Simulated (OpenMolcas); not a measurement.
# CH6NPSi (SMILES C1NP[SiH2]1): levels of theory compared

Wanted: a comparison of 6 runs (HF/def2-SVP, B2PLYP/def2-SVP, BHLYP/def2-SVP, TPSS/def2-SVP, r2SCAN/def2-SVP, MP2/def2-SVP) of CH6NPSi. 

Program for the calculation: OpenMolcas 26.06.

### Step 1. Starting point

The species is CH6NPSi (10 atoms), meant as a singlet with charge 0. SMILES: `C1NP[SiH2]1`. The shape is that of a PBE0-D4/def2-TZVP optimisation.

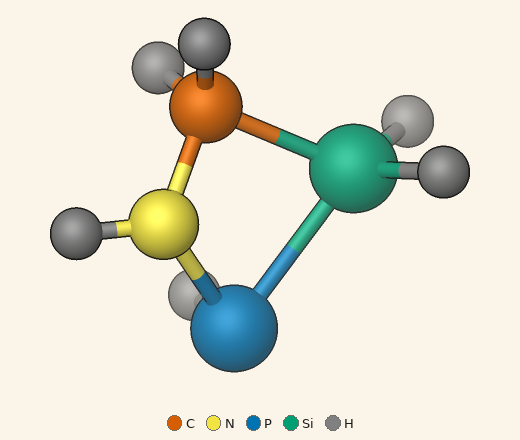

Viewed from a chosen angle; carbon orange, nitrogen yellow, phosphorus blue, silicon teal, hydrogen grey.

### Step 2. Energy and gradient at HF/def2-SVP (run 1)

File mol.inp:

```
>>> EXPORT MOLCAS_PRINT=2

&GATEWAY
  BasLib
  $CurrDir
  BasisSet
  C.def2-SVP....
  C1 -0.518900 0.753700 -0.280300 angstrom
  End of Basis
  BasisSet
  N.def2-SVP....
  N2 0.388700 0.867200 0.865200 angstrom
  End of Basis
  BasisSet
  P.def2-SVP....
  P3 0.973900 -0.716000 1.275900 angstrom
  End of Basis
  BasisSet
  Si.def2-SVP....
  Si4 0.382300 -0.797300 -0.907400 angstrom
  End of Basis
  BasisSet
  H.def2-SVP....
  H5 -0.525900 1.647300 -0.910700 angstrom
  H6 -1.554200 0.512400 0.003600 angstrom
  H7 0.126500 1.500500 1.609100 angstrom
  H8 -0.253100 -1.393600 1.631500 angstrom
  H9 1.493100 -0.499900 -1.848100 angstrom
  H10 -0.429200 -1.925500 -1.435800 angstrom
  End of Basis

&SEWARD

&SCF
  Thresholds
  1e-10 1e-07 1e-07 1e-05
  PrOrbitals
  1 1

&ALASKA
```

The basis set def2-SVP is read from a file made from the Basis Set Exchange's data (not shown).

Started as:

```sh
$ export MOLCAS_MEM=1860
$ pymolcas mol.inp > mol.log
```

Log:

```text
--- Start Module: gateway ---
[...]
--- Stop Module: gateway /rc=_RC_ALL_IS_WELL_ ---
[...]
      Basis functions           94
[...]
--- Start Module: scf ---
[...]
       Convergence after  13 Iterations
[...]
::    Total SCF energy                               -725.1762199325
[...]
      Total spin, S                                     0.0000000000
[...]
      Total electronic charge=   48.000000
      Total            charge=   -0.000000
[...]
      Dipole Moment (debye):
      Origin of the operator (angstrom)=    0.4277   -0.2577    0.2410
                   X= -1.6283E+00               Y=  2.3871E-01               Z= -6.2799E-01           Total=  1.7614E+00
      Quadrupole Moment (debye*angstrom):
[...]
--- Stop Module: scf /rc=_RC_ALL_IS_WELL_ ---
[...]
--- Start Module: alaska ---
[...]
 *              Molecular gradients               *
 **************************************************
  Irreducible representation: a
 ------------------------------------------------------------------------------------------
                              X                       Y                       Z
 ------------------------------------------------------------------------------------------
  C1                8.03823136457993E-04   -2.21784142921155E-03   -3.34736958110371E-04
  N2                6.35404625493297E-03   -5.61744834608291E-03   -6.76627013545095E-03
  P3                2.95391321491500E-03    6.10143752268399E-03   -3.07009961998972E-03
  SI4              -3.44041380435300E-03    3.19671461020299E-03    9.21744799400059E-03
  H5                4.85873194467024E-04    7.03307047029256E-04   -8.55954877341247E-04
  H6               -9.84235578259884E-04   -1.90718910996590E-03   -1.79011909319793E-04
  H7               -2.20161502894012E-03    3.14161443335381E-03    5.69891503627851E-03
  H8               -4.49102219290420E-03   -2.83451277779712E-03   -1.72611879346407E-03
[...]
--- Stop Module: alaska /rc=_RC_ALL_IS_WELL_ ---
[...]
```

Wall time 18 s (1 thread of AMD EPYC 7R43 (Zen 3), shared host); peak memory 0.52 GiB.

### Step 3. The energy at B2PLYP/def2-SVP (run 2)

File coord.xyz:

```xyz
10

C     -0.518900     0.753700    -0.280300
N      0.388700     0.867200     0.865200
P      0.973900    -0.716000     1.275900
Si     0.382300    -0.797300    -0.907400
H     -0.525900     1.647300    -0.910700
H     -1.554200     0.512400     0.003600
H      0.126500     1.500500     1.609100
H     -0.253100    -1.393600     1.631500
H      1.493100    -0.499900    -1.848100
H     -0.429200    -1.925500    -1.435800
```

File test.inp:

```
* CH6NPSi Kohn-Sham DFT
>>> EXPORT MOLCAS_PRINT=2

&GATEWAY
 BASLIB
 $CurrDir
 COORD
 coord.xyz
 BASIS
 def2-SVP
 GROUP
 NoSym

&SEWARD
 GRIDINPUT
 Grid=UltraFine
 End of Grid

&SCF
 KSDFT
 B2PLYP_SCF
 THRESHOLDS
 1e-10 1e-07 1e-07 1e-05
 PRORBITALS
 1

&MBPT2
 FROZEN
 12
```

The basis set def2-SVP is read from a file made from the Basis Set Exchange's data (not shown).

Started as:

```sh
$ export MOLCAS_MEM=1860
$ pymolcas test.inp > test.log
```

Log:

```text
--- Start Module: gateway ---
[...]
--- Stop Module: gateway /rc=_RC_ALL_IS_WELL_ ---
[...]
      Basis functions           94
[...]
--- Start Module: scf ---
[...]
       Convergence after  13 Iterations
[...]
::    Total KS-DFT energy                            -726.4641121049
[...]
      Total spin, S                                     0.0000000000
[...]
      Total electronic charge=   48.000000
      Total            charge=   -0.000000
[...]
      Dipole Moment (debye):
      Origin of the operator (angstrom)=    0.4277   -0.2577    0.2410
                   X= -1.5046E+00               Y=  3.5973E-01               Z= -4.8329E-01           Total=  1.6208E+00
      Quadrupole Moment (debye*angstrom):
[...]
--- Stop Module: scf /rc=_RC_ALL_IS_WELL_ ---
[...]
--- Start Module: mbpt2 ---
[...]
 ###    WARNING: MP2 implementation intended for RHF references only         ###
 ###############################################################################
MBPT2 WARNING: Reference function according to RunFile:KS-DFT
I'll assume you know what you're doing and continue
WARNING!
Default frozen orbitals as non valence orbitals is overwritten by user input.
Default values:   9
[...]
       Reference weight ( Cref**2 )         =        0.76228
::    Total MBPT2 energy                             -727.1080340063
[...]
      Total MBPT2 calculations                           0.69      0.79
--- Stop Module: mbpt2 /rc=_RC_ALL_IS_WELL_ ---
[...]
```

It took 47 s on 1 thread of AMD EPYC 7R43 (Zen 3), shared host; peak memory 0.52 GiB.

Runs 3 to 4 aren't shown in full; the table further down has their settings and results.

### Step 4. Energy and gradient at r2SCAN/def2-SVP (run 5)

File calc.inp:

```
&GATEWAY
  BasLib = $CurrDir
  Coord
  10
  bohr
  C     -0.98057889     1.42428658    -0.52969023
  N      0.73453654     1.63877050     1.63499104
  P      1.84040427    -1.35304391     2.41110156
  Si     0.72244230    -1.50667864    -1.71473749
  H     -0.99380697     3.11294585    -1.72097358
  H     -2.93701234     0.96829567     0.00680301
  H      0.23905035     2.83553405     3.04075831
  H     -0.47828968    -2.63352233     3.08308817
  H      2.82155008    -0.94467409    -3.49240285
  H     -0.81107045    -3.63866765    -2.71326877
  Basis = def2-SVP
  Group = NoSym

&SEWARD
  GridInput
  Grid=UltraFine
  End of Grid

&SCF
  KSDFT = 2
  1.0 MGGA_X_R2SCAN
  1.0 MGGA_C_R2SCAN
  Thresholds = 1e-10 1e-07 1e-07 1e-05
  PrOrbitals = 1 1

&ALASKA
```

The basis set def2-SVP is read from a file made from the Basis Set Exchange's data (not shown).

Started as:

```sh
$ export MOLCAS_MEM=1860
$ pymolcas calc.inp > calc.log
```

Log:

```text
--- Start Module: gateway ---
[...]
--- Stop Module: gateway /rc=_RC_ALL_IS_WELL_ ---
[...]
      Basis functions           94
[...]
--- Start Module: scf ---
[...]
       Convergence after  16 Iterations
[...]
::    Total KS-DFT energy                            -726.9012762494
[...]
      Total spin, S                                     0.0000000000
[...]
      Total electronic charge=   48.000000
      Total            charge=   -0.000000
[...]
      Dipole Moment (debye):
      Origin of the operator (angstrom)=    0.4277   -0.2577    0.2410
                   X= -1.5809E+00               Y=  5.6786E-01               Z= -4.6204E-01           Total=  1.7422E+00
      Quadrupole Moment (debye*angstrom):
[...]
--- Stop Module: scf /rc=_RC_ALL_IS_WELL_ ---
[...]
--- Start Module: alaska ---
[...]
 *              Molecular gradients               *
 **************************************************
  Irreducible representation: a
 ------------------------------------------------------------------------------------------
                              X                       Y                       Z
 ------------------------------------------------------------------------------------------
  C1               -3.90286645229043E-03    8.62340424752972E-04   -1.48846615313092E-03
  N2               -5.84114139222880E-04   -3.56136775727656E-03    5.75423090262150E-03
  P3               -9.07484264563863E-03    6.37293983955622E-03   -6.13149219673659E-03
  SI4              -3.00595216126132E-04    1.91097283392772E-03    3.83628739986719E-03
  H5                9.23627279662276E-04   -6.08648652280408E-03    4.40707944046448E-03
  H6                7.54146150207635E-03    1.42458855642802E-03   -1.35553015157552E-03
  H7                1.42496353505961E-03   -5.52227746903355E-03   -5.66274103873798E-03
  H8                4.44499233009399E-03    3.17038723889151E-03   -1.34749904479459E-03
[...]
--- Stop Module: alaska /rc=_RC_ALL_IS_WELL_ ---
[...]
```

It took 1.8 min on 1 thread of AMD EPYC 7R43 (Zen 3), shared host; peak memory 0.52 GiB.

### Step 5. The energy at MP2/def2-SVP (run 6)

File test.input:

```
&GATEWAY
  BASLIB
  $CurrDir
  COORD
  10
  angstrom
  C       -0.518900       0.753700      -0.280300
  N        0.388700       0.867200       0.865200
  P        0.973900      -0.716000       1.275900
  Si       0.382300      -0.797300      -0.907400
  H       -0.525900       1.647300      -0.910700
  H       -1.554200       0.512400       0.003600
  H        0.126500       1.500500       1.609100
  H       -0.253100      -1.393600       1.631500
  H        1.493100      -0.499900      -1.848100
  H       -0.429200      -1.925500      -1.435800
  BASIS
  def2-SVP
  GROUP
  NoSym

&SEWARD

&SCF
  THRESHOLDS
  1e-10 1e-07 1e-07 1e-05
  PRORBITALS
  0

&MBPT2
  FROZEN
  12
```

The basis set def2-SVP is read from a file made from the Basis Set Exchange's data (not shown).

Started as:

```sh
$ export MOLCAS_MEM=1860
$ pymolcas test.input > test.log
```

Log:

```text
--- Start Module: gateway ---
[...]
--- Stop Module: gateway /rc=_RC_ALL_IS_WELL_ ---
[...]
      Basis functions           94
[...]
--- Start Module: scf ---
[...]
       Convergence after  13 Iterations
[...]
::    Total SCF energy                               -725.1762199325
[...]
      Total spin, S                                     0.0000000000
[...]
      Total electronic charge=   48.000000
      Total            charge=   -0.000000
[...]
      Dipole Moment (debye):
      Origin of the operator (angstrom)=    0.4277   -0.2577    0.2410
                   X= -1.6283E+00               Y=  2.3871E-01               Z= -6.2799E-01           Total=  1.7614E+00
      Quadrupole Moment (debye*angstrom):
[...]
--- Stop Module: scf /rc=_RC_ALL_IS_WELL_ ---
[...]
--- Start Module: mbpt2 ---
[...]
WARNING!
Default frozen orbitals as non valence orbitals is overwritten by user input.
Default values:   9
[...]
       Reference weight ( Cref**2 )         =        0.83501
::    Total MBPT2 energy                             -725.6968217820
[...]
      Total MBPT2 calculations                           0.51      0.59
--- Stop Module: mbpt2 /rc=_RC_ALL_IS_WELL_ ---
[...]
```

Wall time 14 s (1 thread of AMD EPYC 7R43 (Zen 3), shared host); peak memory 0.52 GiB.

### Step 6. All runs side by side

| run | level | task | frozen core orbitals | energy (Eh) | dipole moment (D) of the reference | HOMO energy (eV) | LUMO energy (eV) | wall time |
| --- | --- | --- | --- | --- | --- | --- | --- | --- |
| 1 | HF/def2-SVP | gradient | – | -725.176220 | 1.76 | -9.40 | 3.50 | 18 s |
| 2 | B2PLYP/def2-SVP | energy | 12 | -726.637971 | 1.62 | -7.61 | 1.37 | 47 s |
| 3 | BHLYP/def2-SVP | gradient | – | -726.946072 | 1.61 | -7.67 | 1.06 | 69 s |
| 4 | TPSS/def2-SVP | gradient | – | -727.080821 | 1.67 | -5.35 | -0.70 | 1.7 min |
| 5 | r2SCAN/def2-SVP | gradient | – | -726.901276 | 1.74 | -5.51 | -0.67 | 1.8 min |
| 6 | MP2/def2-SVP | energy | 12 | -725.696822 | 1.76 | -9.40 | 3.50 | 14 s |

### Step 7. Outcome

| quantity | value |
| --- | --- |
| run 6: total energy | -725.69682 Eh |
| run 6: dipole moment (mean-field density) | 1.76 D |
| run 6: HOMO energy (Hartree–Fock orbitals) | -9.40 eV |
| run 6: LUMO energy (Hartree–Fock orbitals) | 3.50 eV |
| run 6: HOMO–LUMO gap (Hartree–Fock orbitals) | 12.90 eV |
| run 6: correlation energy (12 core orbitals frozen) | -520.6 mEh |

Over runs 1, 2, 3, 4, 5 the dipole moment (its size) runs from 1.61 D (BHLYP/def2-SVP) to 1.76 D (HF/def2-SVP). Over runs 1, 2, 3, 4, 5 the HOMO–LUMO gap runs from 4.65 eV (TPSS/def2-SVP) to 12.90 eV (HF/def2-SVP). Exact exchange widens orbital gaps. For B2PLYP the log adds the whole second-order term; the table takes 0.27 of it, as the functional is defined. Totals of different functionals can't be ranked against each other. All runs together took 5.9 min, the longest 1.8 min.
